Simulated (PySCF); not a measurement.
# Si₄: structure of the singlet

The task is one start of a wider search on Si₄: the singlet, from a rhombus start. It is relaxed, tested by its Hessian and followed downhill if it is a saddle.

Method: PBE0, basis Si def2-TZVP, no relativity, density fitting; program: PySCF 2.14.0.

## (1) Starting geometry

4 atoms, charge 0, spin multiplicity 1.

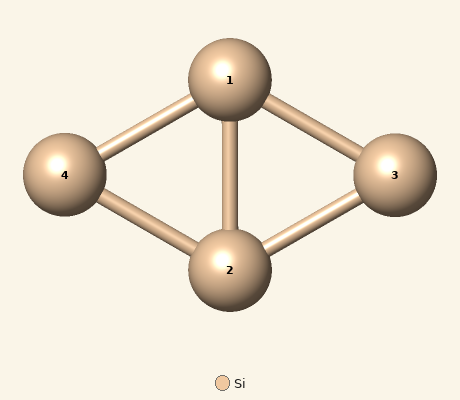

The starting geometry (silicon light orange); atoms are numbered from 1 in the order of the file.

```xyz
4
charge 0 multiplicity 1
Si    0.0000    1.1600    0.0000
Si    0.0000   -1.1600    0.0000
Si    2.0092    0.0000    0.0000
Si   -2.0092    0.0000    0.0000
```

## (2) First SCF at the start

One driver script runs all steps and calls PySCF; scf.py shows how it sets up the SCF of each step. The optimiser is the driver's own. After this first run the driver tries any further starts and a stability analysis.

Contents of scf.py:

```python
from pyscf import gto, scf, dft
mol = gto.M(atom='''
Si     0.000000     1.160000     0.000000
Si     0.000000    -1.160000     0.000000
Si     2.009200     0.000000     0.000000
Si    -2.009200     0.000000     0.000000''',
    basis={'Si': 'def2-TZVP'},
    charge=0, spin=0)
mf = dft.RKS(mol, xc='PBE0')
mf.grids.atom_grid = (50, 194)
aux = {'Si': 'def2-universal-JKFIT'}
mf = mf.density_fit(auxbasis=aux)
mf.conv_tol = 1e-08
mf.diis_space = 10
mf.max_cycle = 60
mf.init_guess = 'minao'
mf.verbose = 4
mf.kernel()
```

Command:

```bash
$ OMP_NUM_THREADS=4 python axn.py task.json out
```

The log of the run:

```text
init E= -1157.78289261624
  HOMO = -0.218012823775136  LUMO = -0.154417925014293  gap/eV = 1.73051
cycle= 1 E= -1157.42446646598  delta_E= 0.358  |g|= 0.24  |ddm|= 1.96
  HOMO = -0.210768357162785  LUMO = -0.133777280985148  gap/eV = 2.09503
cycle= 2 E= -1157.41831430808  delta_E= 0.00615  |g|= 0.234  |ddm|= 0.493
  HOMO = -0.241913143705486  LUMO = -0.141419914415126  gap/eV = 2.73456
cycle= 3 E= -1157.43759338673  delta_E= -0.0193  |g|= 0.0542  |ddm|= 0.311
  HOMO = -0.236758460038482  LUMO = -0.138935624113557  gap/eV = 2.66189
cycle= 4 E= -1157.43849642324  delta_E= -0.000903  |g|= 0.00271  |ddm|= 0.063
  HOMO = -0.236786119945127  LUMO = -0.138571210637762  gap/eV = 2.67256
cycle= 5 E= -1157.4384985688  delta_E= -2.15e-06  |g|= 0.000434  |ddm|= 0.00542
  HOMO = -0.236798630275442  LUMO = -0.138627634199768  gap/eV = 2.67137
cycle= 6 E= -1157.43849864142  delta_E= -7.26e-08  |g|= 0.000182  |ddm|= 0.000716
  HOMO = -0.236797447027386  LUMO = -0.138604471120702  gap/eV = 2.67197
cycle= 7 E= -1157.43849865058  delta_E= -9.16e-09  |g|= 2.62e-05  |ddm|= 0.000239
  HOMO = -0.236796216141775  LUMO = -0.138610360061509  gap/eV = 2.67177
Extra cycle  E= -1157.43849865069  delta_E= -1.13e-10  |g|= 2.13e-05  |ddm|= 7.16e-05
converged SCF energy = -1157.43849865069
```

This step, with its further starts and checks, ran for 11 s (4 threads of Arm Neoverse V2, shared host).

The starts that the driver tried:

| start | energy (Eh) |
| --- | --- |
| the minimal-basis guess | -1157.438499 |
| a thermally smeared density | -1157.438499 |
| a smeared PBE density | -1157.438499 |

The test of internal stability and the other starts found no lower closed-shell solution.

## (3) Relaxation: rhombus start, singlet

The program finds D2h symmetry in the start, which this walk keeps. The walk stops when the largest gradient is under 0.0003 Eh/bohr and the energy has settled too.

Edit scf.py of step 2 so:

```diff
@@ -16 +15,0 @@
-mf.init_guess = 'minao'
```

The optimiser's trace:

| step | energy (Eh) | change (kJ/mol) | largest symmetric gradient (Eh/bohr) |
| --- | --- | --- | --- |
| 0 | -1157.438499 | 0.00 | 0.01213 |
| 1 | -1157.439747 | -3.28 | 0.00404 |
| 2 | -1157.439864 | -3.58 | 0.00078 |
| 3 | -1157.439866 | -3.59 | 0.00019 |

The walk took 5.7 s.

Geometry (Å) and forces (eV/Å) at some steps:

```
step 0
Si   0.000   1.160   0.000   0.000   0.624   0.000
Si   0.000  -1.160   0.000   0.000  -0.624   0.000
Si   2.009   0.000   0.000  -0.438   0.000   0.000
Si  -2.009   0.000   0.000   0.438   0.000   0.000
step 1
Si   0.000   1.184   0.000   0.000   0.207   0.000
Si   0.000  -1.184   0.000   0.000  -0.207   0.000
Si   1.982   0.000   0.000  -0.092   0.000   0.000
Si  -1.982   0.000   0.000   0.092   0.000   0.000
step 2
Si   0.000   1.194   0.000   0.000   0.040   0.000
Si   0.000  -1.194   0.000   0.000  -0.040   0.000
Si   1.972   0.000   0.000   0.017   0.000   0.000
Si  -1.972   0.000   0.000  -0.017   0.000   0.000
step 3
Si   0.000   1.195   0.000   0.000   0.010   0.000
Si   0.000  -1.195   0.000   0.000  -0.010   0.000
Si   1.972   0.000   0.000   0.009   0.000   0.000
Si  -1.972   0.000   0.000  -0.009   0.000   0.000
```

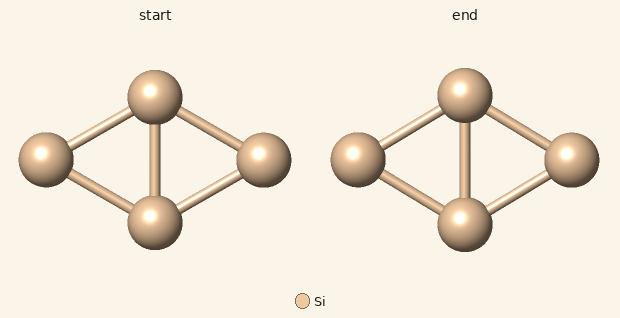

The geometry along the walk, at one scale.

After 3 steps and 3.6 kJ/mol it ends at D2h: Si–Si 2.306 Å (×4), Si–Si 2.390 Å; Si–Si–Si 58.8° (×4), Si–Si–Si 62.4° (×2), Si–Si–Si 117.6° (×2).

## (4) Vibrations and properties at this point

The point is checked on the finer grid, and tightened if its gradient asks for it. The Hessian and the dipole derivatives come from central differences of analytic gradients, with steps of 0.02 bohr.

Edit scf.py of step 3 so:

```diff
@@ -3,4 +3,4 @@
-Si     0.000000     1.160000     0.000000
-Si     0.000000    -1.160000     0.000000
-Si     2.009200     0.000000     0.000000
-Si    -2.009200     0.000000     0.000000''',
+Si     0.000000     1.195555     0.000000
+Si    -0.000000    -1.195555     0.000000
+Si     1.972646    -0.000000     0.000000
+Si    -1.972646     0.000000     0.000000''',
@@ -10 +10 @@
-mf.grids.atom_grid = (50, 194)
+mf.grids.atom_grid = (75, 302)
@@ -13 +13 @@
-mf.conv_tol = 1e-08
+mf.conv_tol = 1e-10
```

The driver hands on the density of the step before, so the log starts near convergence.

SCF at the final geometry:

```text
init E= -1157.43991722067
  HOMO = -0.234257998329401  LUMO = -0.136848206799868  gap/eV = 2.65066
cycle= 1 E= -1157.43991722059  delta_E= 8.71e-11  |g|= 1.53e-05  |ddm|= 2.34e-05
  HOMO = -0.23425836049602  LUMO = -0.136848564876336  gap/eV = 2.65066
cycle= 2 E= -1157.43991722002  delta_E= 5.6e-10  |g|= 3.84e-05  |ddm|= 5.77e-05
  HOMO = -0.234258268246949  LUMO = -0.136848473392746  gap/eV = 2.65066
cycle= 3 E= -1157.43991722069  delta_E= -6.66e-10  |g|= 1.97e-06  |ddm|= 4.13e-05
  HOMO = -0.234258220005481  LUMO = -0.136848425866146  gap/eV = 2.65066
cycle= 4 E= -1157.43991722069  delta_E= -3.64e-12  |g|= 4.38e-07  |ddm|= 2.3e-06
  HOMO = -0.234258163768151  LUMO = -0.136848370845426  gap/eV = 2.65066
Extra cycle  E= -1157.43991722069  delta_E= 6.59e-12  |g|= 1.02e-06  |ddm|= 1.48e-06
converged SCF energy = -1157.43991722069
```

The whole step took 31 s.

Geometry: D2h; Si–Si 2.307 Å (×4), Si–Si 2.391 Å; Si–Si–Si 58.8° (×4), Si–Si–Si 62.4° (×2), Si–Si–Si 117.6° (×2).

Harmonic modes (main isotopes):

```
symmetry  ω (cm⁻¹)  IR (km/mol)  μ (u)
     b3u        74          3.6  27.98
     b2u       251          3.0  27.98
      ag       362          0.0  27.98
     b3g       454          0.0  27.98
      ag       486          0.0  27.98
     b1u       514         77.9  27.98
```

μ is the mass of the mode for normalised Cartesian displacements, not the reduced mass of the usual diatomic formula.

All wavenumbers are real: a minimum.

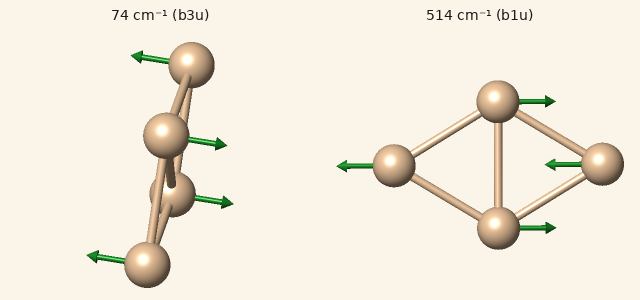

Displacements of 2 of the modes, as arrows (one member where a mode is degenerate).

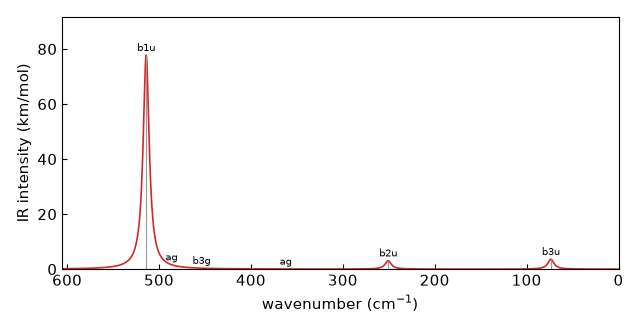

The harmonic infrared spectrum (widths in cm⁻¹). Lines are broadened to a width of 8 cm⁻¹ (Lorentzian).

Properties at this point:

```yaml
Dipole_moment: 0.00 D
Highest_occupied_level: -6.37 eV
Lowest_empty_level: -3.72 eV
Rotational_constants: 0.2108, 0.07742, 0.05662 cm⁻¹
Zero-point_energy: 12.8 kJ/mol
Principal_polarisabilities: 76.3, 130.1, 179.2 bohr³
Atomisation_energy_without_zero-point_energy: 1161 kJ/mol
Principal_traceless_quadrupole_moments_about_the_centre_of_mass: -3.56, -2.51, 6.08 D Å
Entropy_at_298.15_K_and_1_bar: 306.6 J/(mol K)
Heat_capacity_Cp_at_298.15_K: 71.5 J/(mol K)
Enthalpy_at_298.15_K_above_0_K: 16.03 kJ/mol
Rotational_symmetry_number: 4
```

Populations by atom (charges in e):

```json
{"atom": "Si1", "Mulliken": "-0.04", "Löwdin": "-0.04", "polar tensor": "-0.24", "Mayer order to Si1": "–"}
{"atom": "Si2", "Mulliken": "-0.04", "Löwdin": "-0.04", "polar tensor": "-0.24", "Mayer order to Si1": "1.05"}
{"atom": "Si3,4", "Mulliken": "0.04", "Löwdin": "0.04", "polar tensor": "0.25", "Mayer order to Si1": "1.11"}
```

Outer orbital energies (eV). occupied: -17.06, -13.64, -11.45, -9.40, -7.50, -7.26, -6.60, -6.37; empty: -3.72, -2.33, -2.20, -0.94.

Mulliken populations on Si1: s 5.66, p 8.20, d 0.16, f 0.01.

## (5) Would spin polarisation lower it?

At the lowest minimum the closed shell is tested against spin polarisation, on the (50, 194) grid. It is stable.

## (6) What came out

```
                                 quantity                                                                                              value
                                  minimum                                                                                       singlet, D2h
                                 geometry  Si–Si 2.307 Å (×4), Si–Si 2.391 Å; Si–Si–Si 58.8° (×4), Si–Si–Si 62.4° (×2), Si–Si–Si 117.6° (×2)
                       wavenumbers (cm⁻¹)                                      74 (b3u), 251 (b2u), 362 (ag), 454 (b3g), 486 (ag), 514 (b1u)
                            dipole moment                                                                                             0.00 D
     highest occupied, lowest empty level                                                                                    -6.37, -3.72 eV
               polar-tensor charge of Si1                                                                                            -0.24 e
                        zero-point energy                                                                                        12.8 kJ/mol
                      entropy at 298.15 K                                                                                    306.6 J/(mol K)
atomisation energy (no zero-point energy)                                                                                        1161 kJ/mol
```

**Reading.** The molecule stays D2h, as typed, and the end point is a minimum. The strongest infrared band lies at 514 cm⁻¹ (b1u). Only this shape and spin were tried, so other structures or states may lie lower.

The search up to here ran for 51 s (4 threads of Arm Neoverse V2, shared host).
